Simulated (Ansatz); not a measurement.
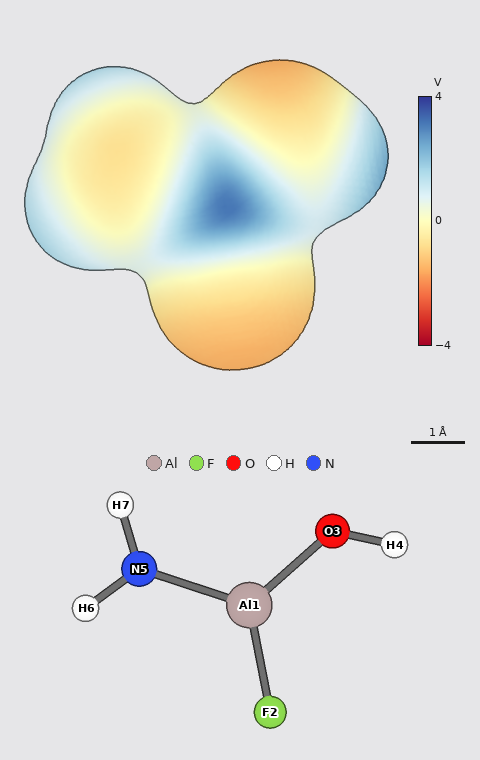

*AlFH₃NO. The electrostatic potential painted on the density surface at 0.002 e/bohr³, seen across its widest extent; the colour scale runs from red (negative) to blue (positive). The bare structure is drawn below in the same view.*

Method: RKS r2SCAN-D4/def2-SVP (Ansatz).

```xyz
7

Al   -0.0828   -0.2158   -0.1371
F    -0.0017   -0.4496    1.5093
O     1.3204   -0.2222   -1.0859
H     2.2154   -0.3533   -0.7657
N    -1.6476    0.0399   -0.8910
H    -2.5349    0.0605   -0.4008
H    -1.7919    0.1887   -1.8838
```

Describe the electrostatic potential map.

The most negative region (about −1.6 V) lies over O3, the most positive (about +3.1 V) over Al1. O3 is the likeliest acceptor of a hydrogen bond.
